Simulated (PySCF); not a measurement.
# [Lu(H2O)5]3+: other spin states and a change of charge

Aim: at the relaxed geometry of [Lu(H2O)5]3+, try other spin states and a change of charge. The structure is generated, not taken from experiment.

Program: PySCF 2.14.0. Level of theory: PBE0, Lu def2-SVP with ECP28, O def2-SVP, H def2-SVP; scalar-relativistic core potentials, no spin–orbit coupling. These are calculated values, not measurements.

3 further runs of the same task are left out: 2 for a known fault of the program, 1 that didn't finish. Runs told in other sessions of the task aren't counted.

### Step 1. Where the work starts

16 atoms, charge 3, spin multiplicity 1.

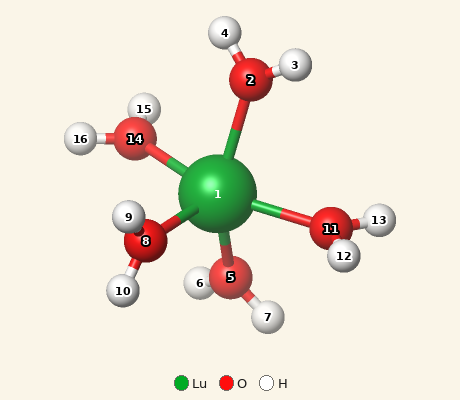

The structure; lutetium green, oxygen red, hydrogen white; atoms are numbered from 1 in the order of the file.

As a file:

```xyz
16

Lu   -0.0248    0.0000    0.0000
O    -0.7343   -0.0368    2.0992
H    -0.9481    0.7298    2.6702
H    -0.9022   -0.8168    2.6675
O    -0.7343    0.0368   -2.0992
H    -0.9481   -0.7298   -2.6702
H    -0.9022    0.8168   -2.6675
O     2.1702    0.0000    0.0000
H     2.7741   -0.0328    0.7743
H     2.7741    0.0328   -0.7743
O    -0.4984    2.1862    0.0467
H     0.1385    2.9302    0.0967
H    -1.3743    2.6251    0.0236
O    -0.4984   -2.1862   -0.0467
H    -1.3743   -2.6251   -0.0236
H     0.1385   -2.9302   -0.0967
```

Formal oxidation states: Lu +3. An earlier session relaxed this geometry at PBE0, Lu def2-SVP with ECP28, O def2-SVP, H def2-SVP (singlet, point group C2).

Its energy there is -1616.680161 Eh.

### Step 2. Multiplicity 3 at the relaxed geometry

run.py (the lines that set the calculation) reads:

```python
mol = gto.M(atom='''
Lu    -0.02482     0.00000     0.00000
O     -0.73431    -0.03679     2.09924
H     -0.94810     0.72982     2.67018
H     -0.90216    -0.81685     2.66755
O     -0.73431     0.03679    -2.09924
H     -0.94810    -0.72982    -2.67018
H     -0.90216     0.81685    -2.66755
O      2.17016     0.00000     0.00000
H      2.77406    -0.03283     0.77434
H      2.77406     0.03283    -0.77434
O     -0.49839     2.18623     0.04672
H      0.13848     2.93017     0.09670
H     -1.37429     2.62514     0.02360
O     -0.49839    -2.18623    -0.04672
H     -1.37429    -2.62514    -0.02360
H      0.13848    -2.93017    -0.09670''',
    basis={'Lu': 'def2-SVP', 'O': 'def2-SVP', 'H': 'def2-SVP'},
    ecp={'Lu': 'def2-SVP'},
    charge=3, spin=2)
mf = dft.UKS(mol, xc='PBE0')
mf.grids.atom_grid = (50, 194)  # f atoms: unpruned, at least (60, 302)
mf = mf.density_fit()  # fitting sets: Lu def2-universal-JKFIT, O def2-universal-JKFIT, H def2-universal-JKFIT
mf.conv_tol = 1e-08; mf.max_cycle = 55
mf.kernel(dm0)  # dm0: free metal ions and neutral atoms
```

Command:

```sh
$ OMP_NUM_THREADS=4 python run.py
```

Output:

```text
init E= -1615.38859349892
cycle= 1 E= -1614.98579074745  delta_E= 0.403  |g|= 2.43  |ddm|= 2.59
cycle= 2 E= -1484.40663558416  delta_E=  131  |g|= 20.3  |ddm|= 9.95
cycle= 3 E= -1615.6302665615  delta_E= -131  |g|= 2.18  |ddm|= 9.81
cycle= 4 E= -1615.92319763442  delta_E= -0.293  |g|= 1.66  |ddm|= 1.06
cycle= 5 E= -1615.76472612608  delta_E= 0.158  |g|= 1.53  |ddm|= 1.09
cycle= 6 E= -1616.22051733917  delta_E= -0.456  |g|= 0.55  |ddm|= 1.12
cycle= 7 E= -1616.31568435022  delta_E= -0.0952  |g|= 0.345  |ddm|= 0.825
cycle= 8 E= -1616.34825094255  delta_E= -0.0326  |g|= 0.0515  |ddm|= 0.332
cycle= 9 E= -1616.34934376798  delta_E= -0.00109  |g|= 0.0134  |ddm|= 0.0497
cycle= 10 E= -1616.34941720384  delta_E= -7.34e-05  |g|= 0.0121  |ddm|= 0.0182
cycle= 11 E= -1616.34945206728  delta_E= -3.49e-05  |g|= 0.0105  |ddm|= 0.0144
cycle= 12 E= -1616.34947434126  delta_E= -2.23e-05  |g|= 0.00623  |ddm|= 0.0117
cycle= 13 E= -1616.34949502092  delta_E= -2.07e-05  |g|= 0.00176  |ddm|= 0.0158
cycle= 14 E= -1616.34950624415  delta_E= -1.12e-05  |g|= 0.00118  |ddm|= 0.0114
cycle= 15 E= -1616.34951746754  delta_E= -1.12e-05  |g|= 0.00114  |ddm|= 0.0123
cycle= 16 E= -1616.34954393703  delta_E= -2.65e-05  |g|= 0.00192  |ddm|= 0.0399
cycle= 17 E= -1616.34954322631  delta_E= 7.11e-07  |g|= 0.00202  |ddm|= 0.0012
cycle= 18 E= -1616.34954527714  delta_E= -2.05e-06  |g|= 0.00124  |ddm|= 0.00291
cycle= 19 E= -1616.34955118139  delta_E= -5.9e-06  |g|= 0.000979  |ddm|= 0.0215
cycle= 20 E= -1616.34955130137  delta_E= -1.2e-07  |g|= 0.000875  |ddm|= 0.00473
cycle= 21 E= -1616.349551256  delta_E= 4.54e-08  |g|= 0.000545  |ddm|= 0.0042
cycle= 22 E= -1616.34955146231  delta_E= -2.06e-07  |g|= 0.000455  |ddm|= 0.00988
cycle= 23 E= -1616.34955177534  delta_E= -3.13e-07  |g|= 0.000155  |ddm|= 0.00354
cycle= 24 E= -1616.34955179511  delta_E= -1.98e-08  |g|= 7.2e-05  |ddm|= 0.00278
cycle= 25 E= -1616.34955185822  delta_E= -6.31e-08  |g|= 0.000107  |ddm|= 0.00194
cycle= 26 E= -1616.34955192807  delta_E= -6.99e-08  |g|= 3.29e-05  |ddm|= 0.00223
cycle= 27 E= -1616.3495519502  delta_E= -2.21e-08  |g|= 2.9e-05  |ddm|= 0.00151
cycle= 28 E= -1616.34955196169  delta_E= -1.15e-08  |g|= 2.65e-05  |ddm|= 0.00109
cycle= 29 E= -1616.34955196629  delta_E= -4.59e-09  |g|= 2.62e-05  |ddm|= 0.000761
Extra cycle  E= -1616.34955196297  delta_E= 3.31e-09  |g|= 0.000102  |ddm|= 0.000153
converged SCF energy = -1616.34955196297  <S^2> = 2.0034894  2S+1 = 3.0023253
```

Wall time 34 s (4 threads of AMD EPYC 9R45 (Zen 5), shared host).

It gives: E = -1616.349552 Eh (+8.996 eV from the relaxed state), HOMO -14.76 eV, LUMO -22.15 eV (over both spins), ⟨S²⟩ = 2.003, Mulliken charge on Lu1 +1.05 e. An empty level of one spin lies below a filled level of the other.

### Step 3. One electron removed, multiplicity 2

Changes to run.py (the lines that set the calculation) since step 2:

```diff
@@ -19,3 +19,3 @@
     ecp={'Lu': 'def2-SVP'},
-    charge=3, spin=2)
+    charge=4, spin=1)
 mf = dft.UKS(mol, xc='PBE0')
@@ -24,2 +24,2 @@
 mf.conv_tol = 1e-08; mf.max_cycle = 55
-mf.kernel(dm0)  # dm0: free metal ions and neutral atoms
+mf.kernel(dm0)  # dm0: the density of the relaxed state
```

Command:

```sh
$ OMP_NUM_THREADS=4 python run.py
```

Output:

```text
init E= -1616.68537646995
  HOMO = -0.871952667583  LUMO = -0.869786949618  gap/eV = 0.05893
cycle= 1 E= -1615.6923299127  delta_E= 0.993  |g|= 0.291  |ddm|= 0.647
cycle= 2 E= -1615.38443511896  delta_E= 0.308  |g|= 0.837  |ddm|= 0.992
  HOMO = -1.05733429454  LUMO = -1.04207724959  gap/eV = 0.41517
cycle= 3 E= -1615.67401756364  delta_E= -0.29  |g|= 0.374  |ddm|= 0.948
  HOMO = -1.06868697449  LUMO = -1.03602551439  gap/eV = 0.88876
cycle= 4 E= -1615.71802016309  delta_E= -0.044  |g|= 0.172  |ddm|= 0.407
  HOMO = -1.05535966357  LUMO = -1.02929099585  gap/eV = 0.70936
cycle= 5 E= -1615.72612801749  delta_E= -0.00811  |g|= 0.112  |ddm|= 0.223
  HOMO = -1.04683286702  LUMO = -1.02399467295  gap/eV = 0.62146
cycle= 6 E= -1615.73110148062  delta_E= -0.00497  |g|= 0.0419  |ddm|= 0.0708
  HOMO = -1.04714933277  LUMO = -1.02289022676  gap/eV = 0.66012
cycle= 7 E= -1615.73178093112  delta_E= -0.000679  |g|= 0.0259  |ddm|= 0.0393
  HOMO = -1.04769266641  LUMO = -1.02248645005  gap/eV = 0.68590
cycle= 8 E= -1615.73200457726  delta_E= -0.000224  |g|= 0.0148  |ddm|= 0.0266
  HOMO = -1.04911025029  LUMO = -1.02193089709  gap/eV = 0.73959
cycle= 9 E= -1615.73222602094  delta_E= -0.000221  |g|= 0.0126  |ddm|= 0.0513
  HOMO = -1.05118395243  LUMO = -1.02118090324  gap/eV = 0.81642
cycle= 10 E= -1615.73238442649  delta_E= -0.000158  |g|= 0.0173  |ddm|= 0.0604
  HOMO = -1.05185559582  LUMO = -1.02108383682  gap/eV = 0.83734
cycle= 11 E= -1615.73244287729  delta_E= -5.85e-05  |g|= 0.0151  |ddm|= 0.00856
  HOMO = -1.05500891263  LUMO = -1.02006974059  gap/eV = 0.95074
cycle= 12 E= -1615.73259184483  delta_E= -0.000149  |g|= 0.0119  |ddm|= 0.0482
  HOMO = -1.05762361721  LUMO = -1.01901065202  gap/eV = 1.05071
cycle= 13 E= -1615.73266431473  delta_E= -7.25e-05  |g|= 0.00319  |ddm|= 0.0406
  HOMO = -1.05754273856  LUMO = -1.01887600566  gap/eV = 1.05218
cycle= 14 E= -1615.73265984259  delta_E= 4.47e-06  |g|= 0.00422  |ddm|= 0.00402
  HOMO = -1.05791998414  LUMO = -1.01919204362  gap/eV = 1.05384
cycle= 15 E= -1615.73267188992  delta_E= -1.2e-05  |g|= 0.00141  |ddm|= 0.00953
  HOMO = -1.05801542118  LUMO = -1.01924546449  gap/eV = 1.05498
cycle= 16 E= -1615.7326729974  delta_E= -1.11e-06  |g|= 0.000849  |ddm|= 0.00267
  HOMO = -1.05806333077  LUMO = -1.01938614056  gap/eV = 1.05246
cycle= 17 E= -1615.73267338932  delta_E= -3.92e-07  |g|= 0.000258  |ddm|= 0.00431
  HOMO = -1.058138502  LUMO = -1.01936392775  gap/eV = 1.05511
cycle= 18 E= -1615.7326734735  delta_E= -8.42e-08  |g|= 9.15e-05  |ddm|= 0.000872
  HOMO = -1.0581267927  LUMO = -1.01935839803  gap/eV = 1.05494
cycle= 19 E= -1615.73267347203  delta_E= 1.47e-09  |g|= 0.000158  |ddm|= 0.000177
  HOMO = -1.05811945434  LUMO = -1.0193372184  gap/eV = 1.05532
cycle= 20 E= -1615.73267349502  delta_E= -2.3e-08  |g|= 2.63e-05  |ddm|= 0.000696
  HOMO = -1.05811877915  LUMO = -1.01933765142  gap/eV = 1.05529
cycle= 21 E= -1615.7326734953  delta_E= -2.81e-10  |g|= 1.03e-05  |ddm|= 2.62e-05
  HOMO = -1.05811962542  LUMO = -1.01933778092  gap/eV = 1.05531
Extra cycle  E= -1615.73267349432  delta_E= 9.85e-10  |g|= 4.65e-05  |ddm|= 5.83e-05
converged SCF energy = -1615.73267349432  <S^2> = 0.7558288  2S+1 = 2.0058203
```

Run time: 12 s. Hardware: 4 threads of AMD EPYC 9R45 (Zen 5), shared host.

Read off: E = -1615.732673 Eh (+25.782 eV from the relaxed state), HOMO -28.79 eV, LUMO -27.74 eV (over both spins), ⟨S²⟩ = 0.756, Mulliken charge on Lu1 +1.73 e. 

### Step 4. One electron added, multiplicity 2

Changes to run.py (the lines that set the calculation) since step 3:

```diff
@@ -19,3 +19,3 @@
     ecp={'Lu': 'def2-SVP'},
-    charge=4, spin=1)
+    charge=2, spin=1)
 mf = dft.UKS(mol, xc='PBE0')
```

Command:

```sh
$ OMP_NUM_THREADS=4 python run.py
```

Output:

```text
init E= -1616.68514972772
  HOMO = -0.496849108434  LUMO = -0.492809888781  gap/eV = 0.10991
cycle= 1 E= -1617.05148081008  delta_E= -0.366  |g|= 0.295  |ddm|= 0.892
  HOMO = -0.28854463544  LUMO = -0.285039521229  gap/eV = 0.09538
cycle= 2 E= -1616.99346135154  delta_E= 0.058  |g|= 0.764  |ddm|= 2.16
  HOMO = -0.31547700437  LUMO = -0.300105513063  gap/eV = 0.41828
cycle= 3 E= -1617.08733492187  delta_E= -0.0939  |g|= 0.192  |ddm|= 0.51
  HOMO = -0.34325948067  LUMO = -0.314502289881  gap/eV = 0.78252
cycle= 4 E= -1617.10662664897  delta_E= -0.0193  |g|= 0.0932  |ddm|= 0.42
  HOMO = -0.36751371009  LUMO = -0.321585134251  gap/eV = 1.24978
cycle= 5 E= -1617.11190393607  delta_E= -0.00528  |g|= 0.0278  |ddm|= 0.328
  HOMO = -0.375094881345  LUMO = -0.322697469323  gap/eV = 1.42581
cycle= 6 E= -1617.11266132137  delta_E= -0.000757  |g|= 0.013  |ddm|= 0.137
  HOMO = -0.378055587044  LUMO = -0.322032930094  gap/eV = 1.52445
cycle= 7 E= -1617.11293848896  delta_E= -0.000277  |g|= 0.00675  |ddm|= 0.0972
  HOMO = -0.377355077728  LUMO = -0.320849348382  gap/eV = 1.53760
cycle= 8 E= -1617.11302761787  delta_E= -8.91e-05  |g|= 0.00386  |ddm|= 0.0556
  HOMO = -0.376963318078  LUMO = -0.320512964952  gap/eV = 1.53609
cycle= 9 E= -1617.1130401257  delta_E= -1.25e-05  |g|= 0.00163  |ddm|= 0.0175
  HOMO = -0.376813577207  LUMO = -0.320330660291  gap/eV = 1.53698
cycle= 10 E= -1617.11304294542  delta_E= -2.82e-06  |g|= 0.000363  |ddm|= 0.00989
  HOMO = -0.376795736518  LUMO = -0.320290885189  gap/eV = 1.53758
cycle= 11 E= -1617.11304310409  delta_E= -1.59e-07  |g|= 0.000191  |ddm|= 0.00296
  HOMO = -0.376818798837  LUMO = -0.32030146758  gap/eV = 1.53791
cycle= 12 E= -1617.11304312531  delta_E= -2.12e-08  |g|= 3.94e-05  |ddm|= 0.000436
  HOMO = -0.376815009714  LUMO = -0.320304209378  gap/eV = 1.53774
cycle= 13 E= -1617.11304313419  delta_E= -8.89e-09  |g|= 1.92e-05  |ddm|= 0.000459
  HOMO = -0.376816102235  LUMO = -0.320304603129  gap/eV = 1.53776
Extra cycle  E= -1617.11304313866  delta_E= -4.47e-09  |g|= 1.99e-05  |ddm|= 0.000295
converged SCF energy = -1617.11304313866  <S^2> = 0.75060405  2S+1 = 2.000604
```

Wall time 8.9 s (4 threads of AMD EPYC 9R45 (Zen 5), shared host).

It gives: E = -1617.113043 Eh (-11.779 eV from the relaxed state), HOMO -10.25 eV, LUMO -8.72 eV (over both spins), ⟨S²⟩ = 0.751, Mulliken charge on Lu1 +0.84 e. 

### Step 5. Results

| state | energy from the relaxed state (eV) | ⟨S²⟩ | time |
| --- | --- | --- | --- |
| charge +3, singlet, vacuum (relaxed) | 0 | 0.00 |  |
| charge +2, doublet, vacuum | -11.78 | 0.75 | 8.9 s |
| charge +3, triplet, vacuum | 9.00 | 2.00 | 34 s |
| charge +4, doublet, vacuum | 25.78 | 0.76 | 12 s |

An electron taken off or put on is at rest in vacuum. 

Removing an electron vertically costs 25.78 eV (doublet), against −HOMO = 23.78 eV. Adding an electron vertically releases 11.78 eV (doublet). The triplet lies 9.00 eV above at this geometry. These are double-zeta-type bases without diffuse functions. Spin–orbit coupling is left out.
